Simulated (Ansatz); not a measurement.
**Nudged elastic band, with input and output: WH$_{3}$Cl$_{4}$OF (part 1 of 2)**

System: WH$_{3}$Cl$_{4}$OF.
Method: RKS PBE/def2-SVP (Ansatz 0.2.0).

It belongs to a series of runs on one base structure; here: band between the two ends. Figures and captions count atoms from 1; the log counts them from 0 in places.

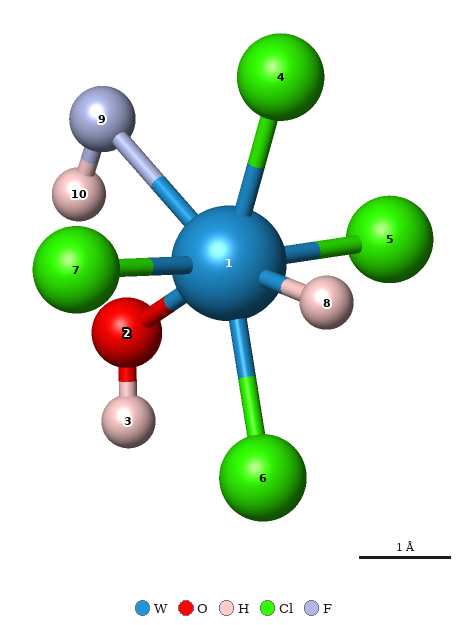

**Figure 1.** The input geometry (ball-and-stick view, seen at a tilt; atoms are numbered from 1 in the order of the input). Sticks mark near contacts.

### The input
```yaml
crystal:
  periodic: [false, false, false]
  atoms:
    - { symbol: W, position_ang: [0.157965, 0.099316, 0.088305] }
    - { symbol: O, position_ang: [-0.397909, 0.453263, 1.928918] }
    - { symbol: H, position_ang: [-1.349978, 0.306702, 2.137895] }
    - { symbol: Cl, position_ang: [2.05923, 0.159678, -1.245697] }
    - { symbol: Cl, position_ang: [-0.217877, 2.278835, -0.560022] }
    - { symbol: Cl, position_ang: [-2.20475, -0.394403, 0.103778] }
    - { symbol: Cl, position_ang: [0.705647, -2.09005, 0.556258] }
    - { symbol: H, position_ang: [-0.443259, -0.409062, -1.395948] }
    - { symbol: F, position_ang: [1.941916, 0.876417, 1.740998] }
    - { symbol: H, position_ang: [1.176915, 0.872903, 2.328915] }
basis:
  gaussian: { orbitals: def2-SVP }
hamiltonian:
  xc: pbe
neb:
  order_check: false
  images: 9
  f_tol: 0.03
  max_iterations: 60
  final_atoms:
    - { symbol: W, position_ang: [0.08656395, 0.34343942, -0.02902902] }
    - { symbol: O, position_ang: [0.3910675, -0.33598286, 2.17461716] }
    - { symbol: H, position_ang: [-0.4800255, -0.08820671, 2.56854978] }
    - { symbol: Cl, position_ang: [2.40311514, -0.05979858, 0.09314011] }
    - { symbol: Cl, position_ang: [-0.75612607, 1.65399957, -1.72824095] }
    - { symbol: Cl, position_ang: [-2.0974005, 0.51212116, 0.9471708] }
    - { symbol: Cl, position_ang: [-0.40526817, -1.91993361, -0.25439801] }
    - { symbol: H, position_ang: [0.64386607, -0.18024983, -1.50986183] }
    - { symbol: F, position_ang: [0.58705939, 1.96558223, 0.84146125] }
    - { symbol: H, position_ang: [1.0550482, 0.26262822, 2.57999072] }
  initial_path:
    images:
      - { positions_ang: [[0.157965, 0.099316, 0.088305], [-0.397909, 0.453263, 1.928918], [-1.349978, 0.306702, 2.137895], [2.05923, 0.159678, -1.245697], [-0.217877, 2.278835, -0.560022], [-2.20475, -0.394403, 0.103778], [0.705647, -2.09005, 0.556258], [-0.443259, -0.409062, -1.395948], [1.941916, 0.876417, 1.740998], [1.176915, 0.872903, 2.328915]] }
      - { positions_ang: [[0.12799086, 0.06500849, 0.07680698], [-0.31623934, 0.40323243, 2.00397471], [-1.2573437, 0.23110387, 2.24590063], [2.12662458, 0.13210798, -0.99316538], [-0.1916893, 2.28278324, -0.49926086], [-2.23980286, -0.3487766, 0.09195613], [0.58514302, -2.16064385, 0.50857561], [-0.35334061, -0.38305378, -1.4520998], [1.82594153, 1.00612507, 1.49656571], [1.12061582, 0.92571212, 2.20414627]] }
      - { positions_ang: [[0.09801672, 0.03070099, 0.06530895], [-0.23456967, 0.35320187, 2.07903142], [-1.1647094, 0.15550575, 2.35390627], [2.19401917, 0.10453797, -0.74063376], [-0.16550161, 2.28673148, -0.43849973], [-2.27485573, -0.30315019, 0.08013426], [0.46463904, -2.2312377, 0.46089323], [-0.26342221, -0.35704555, -1.5082516], [1.70996706, 1.13583314, 1.25213342], [1.06431663, 0.97852124, 2.07937754]] }
      - { positions_ang: [[0.06804258, -0.00360652, 0.05381093], [-0.15290001, 0.3031713, 2.15408813], [-1.07207511, 0.07990762, 2.4619119], [2.26141375, 0.07696795, -0.48810213], [-0.13931391, 2.29067972, -0.37773859], [-2.30990859, -0.25752379, 0.06831238], [0.34413507, -2.30183155, 0.41321084], [-0.17350382, -0.33103733, -1.5644034], [1.5939926, 1.26554121, 1.00770114], [1.00801745, 1.03133037, 1.95460881]] }
      - { positions_ang: [[0.03806844, -0.03791402, 0.0423129], [-0.07123035, 0.25314073, 2.22914484], [-0.97944081, 0.0043095, 2.56991753], [2.32880833, 0.04939794, -0.23557051], [-0.11312621, 2.29462796, -0.31697746], [-2.34496146, -0.21189738, 0.05649051], [0.22363109, -2.3724254, 0.36552846], [-0.08358542, -0.3050291, -1.62055519], [1.47801813, 1.39524929, 0.76326885], [0.95171826, 1.08413949, 1.82984008]] }
      - { positions_ang: [[0.0080943, -0.07222153, 0.03081488], [0.01043932, 0.20311017, 2.30420155], [-0.88680651, -0.07128863, 2.67792316], [2.39620291, 0.02182792, 0.01696111], [-0.08693852, 2.2985762, -0.25621632], [-2.38001432, -0.16627098, 0.04466864], [0.10312711, -2.44301925, 0.31784607], [0.00633297, -0.27902088, -1.67670699], [1.36204366, 1.52495736, 0.51883656], [0.89541908, 1.13694861, 1.70507134]] }
      - { positions_ang: [[0.02378823, 0.01091066, 0.0188461], [0.08656495, 0.09529156, 2.27828467], [-0.80545031, -0.07467224, 2.65604849], [2.39758536, 0.00550262, 0.03219691], [-0.22077603, 2.16966087, -0.55062125], [-2.32349156, -0.03059255, 0.22516907], [0.00144805, -2.33840212, 0.20339726], [0.13383959, -0.25926667, -1.64333796], [1.2070468, 1.61308233, 0.5833615], [0.92734491, 0.96208453, 1.88005522]] }
      - { positions_ang: [[0.03948216, 0.09404285, 0.00687732], [0.16269059, -0.01252704, 2.25236779], [-0.72409411, -0.07805586, 2.63417381], [2.3989678, -0.01082268, 0.04743271], [-0.35461354, 2.04074555, -0.84502617], [-2.26696879, 0.10508588, 0.4056695], [-0.100231, -2.233785, 0.08894844], [0.26134621, -0.23951246, -1.60996893], [1.05204995, 1.70120731, 0.64788644], [0.95927073, 0.78722045, 2.05503909]] }
      - { positions_ang: [[0.05517609, 0.17717504, -0.00509146], [0.23881623, -0.12034565, 2.22645091], [-0.6427379, -0.08143948, 2.61229913], [2.40035025, -0.02714798, 0.06266851], [-0.48845105, 1.91183022, -1.1394311], [-2.21044603, 0.24076431, 0.58616993], [-0.20191006, -2.12916787, -0.02550038], [0.38885283, -0.21975825, -1.5765999], [0.89705309, 1.78933228, 0.71241138], [0.99119656, 0.61235637, 2.23002297]] }
      - { positions_ang: [[0.07087002, 0.26030723, -0.01706024], [0.31494187, -0.22816425, 2.20053404], [-0.5613817, -0.0848231, 2.59042446], [2.40173269, -0.04347328, 0.07790431], [-0.62228856, 1.7829149, -1.43383603], [-2.15392326, 0.37644274, 0.76667037], [-0.30358912, -2.02455074, -0.13994919], [0.51635945, -0.20000404, -1.54323086], [0.74205624, 1.87745725, 0.77693631], [1.02312238, 0.43749229, 2.40500684]] }
      - { positions_ang: [[0.08656395, 0.34343942, -0.02902902], [0.3910675, -0.33598286, 2.17461716], [-0.4800255, -0.08820671, 2.56854978], [2.40311514, -0.05979858, 0.09314011], [-0.75612607, 1.65399957, -1.72824095], [-2.0974005, 0.51212116, 0.9471708], [-0.40526817, -1.91993361, -0.25439801], [0.64386607, -0.18024983, -1.50986183], [0.58705939, 1.96558223, 0.84146125], [1.0550482, 0.26262822, 2.57999072]] }
```

Machine: 4 threads of Arm Neoverse V2, 24 GiB of memory available, shared host.

Run as:
```bash
ansatz run input.yaml --threads 4 --pin off --max-ram 5120MiB --backend cpu --events-out ev --progress --plain --runs-dir out
```

### Log
```
Engine: ansatz 0.2.0, aarch64-unknown-linux-gnu
Functional definition: PBE
  parameter kappa = 0.804
  parameter beta = 0.06672455060314922
  exchange = pbe_x(kappa = kappa, mu = beta*pi^2/3)
  correlation = pbe_c(beta = beta)
1552 factors; their error is unknown
mean field evaluation 1: about -56683.0394 eV, gradient 6.5e1 eV
mean field evaluation 2: about -56482.1997 eV, gradient 2.6e2 eV
mean field evaluation 4: about -56689.9775 eV, gradient 2.3e1 eV
mean field evaluation 8: about -56691.1724 eV, gradient 9.4e-1 eV
mean field evaluation 16: about -56691.0840 eV, gradient 2.6e-3 eV
mean field -56691.08404308 eV, -2083.3589119864 hartree, gradient 4.6e-5 eV, S^2 0.000000; 0 other end points of the search recorded, 0 dependent functions left out
the calculation of the forces begins
reference -56691.08411614 eV, -2083.3589146713 hartree; 51, 51 occupied and 96, 96 virtual orbitals, 1552 factors
1552 factors; their error is unknown
mean field evaluation 32: about -56691.6958 eV, gradient 1.9e-1 eV
mean field -56691.69590020 eV, -2083.3813973208 hartree, gradient 2.6e-5 eV, S^2 0.000000; 0 other end points of the search recorded, 0 dependent functions left out
[... from here on the field's lines of each further geometry are left out, up to the last ...]
NEB iter   1: max|band force component| = 8.811e0 eV/Å  barrier→ = 8.9297 eV  barrier← = 9.5416 eV  Δτ_max = 0.2000 Å  (795 SCF iters)
NEB iter   2: max|band force component| = 5.668e0 eV/Å  barrier→ = 5.1075 eV  barrier← = 5.7193 eV  Δτ_max = 0.2000 Å  (405 SCF iters)
NEB iter   3: max|band force component| = 2.600e0 eV/Å  barrier→ = 2.7250 eV  barrier← = 3.3369 eV  Δτ_max = 0.1989 Å  (375 SCF iters)
NEB iter   4: max|band force component| = 2.391e0 eV/Å  barrier→ = 1.3252 eV  barrier← = 1.9371 eV  Δτ_max = 0.1997 Å  (361 SCF iters)
NEB iter   5: max|band force component| = 1.147e0 eV/Å  barrier→ = 0.8512 eV  barrier← = 1.4630 eV  Δτ_max = 0.1982 Å  (356 SCF iters)
NEB iter   6: max|band force component| = 2.102e0 eV/Å  barrier→ = 0.5314 eV  barrier← = 1.1432 eV  Δτ_max = 0.1002 Å  (340 SCF iters)
NEB iter   7: max|band force component| = 9.426e-1 eV/Å  barrier→ = 0.3239 eV  barrier← = 0.9358 eV  Δτ_max = 0.1972 Å  (330 SCF iters)
NEB iter   8: max|band force component| = 7.566e-1 eV/Å  barrier→ = 0.2640 eV  barrier← = 0.8759 eV  Δτ_max = 0.1749 Å  (326 SCF iters)
NEB iter   9: max|band force component| = 5.956e-1 eV/Å  barrier→ = 0.2485 eV  barrier← = 0.8603 eV  Δτ_max = 0.0747 Å  (317 SCF iters)
NEB iter  10: max|band force component| = 4.204e-1 eV/Å  barrier→ = 0.2575 eV  barrier← = 0.8694 eV  CI = image 3  Δτ_max = 0.1937 Å  (312 SCF iters)
NEB iter  11: max|band force component| = 8.710e-1 eV/Å  barrier→ = 0.3626 eV  barrier← = 0.9745 eV  CI = image 3  Δτ_max = 0.1007 Å  (341 SCF iters)
NEB iter  12: max|band force component| = 4.529e-1 eV/Å  barrier→ = 0.3246 eV  barrier← = 0.9364 eV  CI = image 3  Δτ_max = 0.1002 Å  (317 SCF iters)
NEB iter  13: max|band force component| = 2.896e-1 eV/Å  barrier→ = 0.3100 eV  barrier← = 0.9219 eV  CI = image 3  Δτ_max = 0.1006 Å  (307 SCF iters)
NEB iter  14: max|band force component| = 2.542e-1 eV/Å  barrier→ = 0.2893 eV  barrier← = 0.9012 eV  CI = image 3  Δτ_max = 0.2000 Å  (305 SCF iters)
NEB iter  15: max|band force component| = 2.701e-1 eV/Å  barrier→ = 0.2471 eV  barrier← = 0.8590 eV  CI = image 3  Δτ_max = 0.1025 Å  (339 SCF iters)
NEB iter  16: max|band force component| = 2.728e-1 eV/Å  barrier→ = 0.2223 eV  barrier← = 0.8342 eV  CI = image 3  Δτ_max = 0.1023 Å  (339 SCF iters)
NEB iter  17: max|band force component| = 2.392e-1 eV/Å  barrier→ = 0.1968 eV  barrier← = 0.8087 eV  CI = image 3  Δτ_max = 0.0503 Å  (346 SCF iters)
NEB iter  18: max|band force component| = 1.823e-1 eV/Å  barrier→ = 0.1835 eV  barrier← = 0.7954 eV  CI = image 3  Δτ_max = 0.0506 Å  (309 SCF iters)
NEB iter  19: max|band force component| = 1.837e-1 eV/Å  barrier→ = 0.1691 eV  barrier← = 0.7809 eV  CI = image 3  Δτ_max = 0.0506 Å  (306 SCF iters)
NEB iter  20: max|band force component| = 1.850e-1 eV/Å  barrier→ = 0.1546 eV  barrier← = 0.7664 eV  CI = image 3  Δτ_max = 0.0505 Å  (305 SCF iters)
NEB iter  21: max|band force component| = 1.873e-1 eV/Å  barrier→ = 0.1408 eV  barrier← = 0.7526 eV  CI = image 3  Δτ_max = 0.0505 Å  (300 SCF iters)
NEB iter  22: max|band force component| = 2.191e-1 eV/Å  barrier→ = 0.1285 eV  barrier← = 0.7403 eV  CI = image 3  Δτ_max = 0.0251 Å  (304 SCF iters)
NEB iter  23: max|band force component| = 1.959e-1 eV/Å  barrier→ = 0.1225 eV  barrier← = 0.7344 eV  CI = image 3  Δτ_max = 0.0251 Å  (310 SCF iters)
NEB iter  24: max|band force component| = 1.797e-1 eV/Å  barrier→ = 0.1174 eV  barrier← = 0.7292 eV  CI = image 3  Δτ_max = 0.0251 Å  (304 SCF iters)
NEB iter  25: max|band force component| = 1.671e-1 eV/Å  barrier→ = 0.1124 eV  barrier← = 0.7243 eV  CI = image 3  Δτ_max = 0.0503 Å  (305 SCF iters)
NEB iter  26: max|band force component| = 1.620e-1 eV/Å  barrier→ = 0.1050 eV  barrier← = 0.7169 eV  CI = image 3  Δτ_max = 0.0503 Å  (304 SCF iters)
NEB iter  27: max|band force component| = 1.922e-1 eV/Å  barrier→ = 0.0995 eV  barrier← = 0.7114 eV  CI = image 3  Δτ_max = 0.0502 Å  (302 SCF iters)
NEB iter  28: max|band force component| = 1.865e-1 eV/Å  barrier→ = 0.0963 eV  barrier← = 0.7081 eV  CI = image 3  Δτ_max = 0.0498 Å  (304 SCF iters)
NEB iter  29: max|band force component| = 2.143e-1 eV/Å  barrier→ = 0.0942 eV  barrier← = 0.7061 eV  CI = image 3  Δτ_max = 0.0499 Å  (304 SCF iters)
NEB iter  30: max|band force component| = 1.966e-1 eV/Å  barrier→ = 0.0918 eV  barrier← = 0.7036 eV  CI = image 3  Δτ_max = 0.0501 Å  (308 SCF iters)
NEB iter  31: max|band force component| = 1.837e-1 eV/Å  barrier→ = 0.0886 eV  barrier← = 0.7005 eV  CI = image 3  Δτ_max = 0.0503 Å  (307 SCF iters)
NEB iter  32: max|band force component| = 1.535e-1 eV/Å  barrier→ = 0.0841 eV  barrier← = 0.6960 eV  CI = image 3  Δτ_max = 0.0503 Å  (307 SCF iters)
NEB iter  33: max|band force component| = 1.583e-1 eV/Å  barrier→ = 0.0790 eV  barrier← = 0.6909 eV  CI = image 3  Δτ_max = 0.0251 Å  (304 SCF iters)
NEB iter  34: max|band force component| = 2.182e-1 eV/Å  barrier→ = 0.0805 eV  barrier← = 0.6924 eV  CI = image 3  Δτ_max = 0.0125 Å  (308 SCF iters)
NEB iter  35: max|band force component| = 1.694e-1 eV/Å  barrier→ = 0.0787 eV  barrier← = 0.6905 eV  CI = image 3  Δτ_max = 0.0251 Å  (295 SCF iters)
NEB iter  36: max|band force component| = 6.653e-2 eV/Å  barrier→ = 0.0754 eV  barrier← = 0.6872 eV  CI = image 3  Δτ_max = 0.0502 Å  (312 SCF iters)
NEB iter  37: max|band force component| = 6.796e-2 eV/Å  barrier→ = 0.0725 eV  barrier← = 0.6844 eV  CI = image 3  Δτ_max = 0.0994 Å  (306 SCF iters)
NEB iter  38: max|band force component| = 9.535e-2 eV/Å  barrier→ = 0.0706 eV  barrier← = 0.6824 eV  CI = image 3  Δτ_max = 0.1010 Å  (324 SCF iters)
NEB iter  39: max|band force component| = 1.729e-1 eV/Å  barrier→ = 0.0688 eV  barrier← = 0.6806 eV  CI = image 3  Δτ_max = 0.0498 Å  (320 SCF iters)
NEB iter  40: max|band force component| = 1.047e-1 eV/Å  barrier→ = 0.0672 eV  barrier← = 0.6791 eV  CI = image 3  Δτ_max = 0.1003 Å  (307 SCF iters)
NEB iter  41: max|band force component| = 2.079e0 eV/Å  barrier→ = 0.0828 eV  barrier← = 0.6947 eV  CI = image 2  Δτ_max = 0.0496 Å  (322 SCF iters)
NEB iter  42: max|band force component| = 3.046e-1 eV/Å  barrier→ = 0.0750 eV  barrier← = 0.6868 eV  CI = image 3  Δτ_max = 0.1006 Å  (304 SCF iters)
NEB iter  43: max|band force component| = 1.461e-1 eV/Å  barrier→ = 0.0702 eV  barrier← = 0.6820 eV  CI = image 3  Δτ_max = 0.0296 Å  (310 SCF iters)
NEB iter  44: max|band force component| = 1.043e-1 eV/Å  barrier→ = 0.0674 eV  barrier← = 0.6793 eV  CI = image 3  Δτ_max = 0.0214 Å  (311 SCF iters)
```
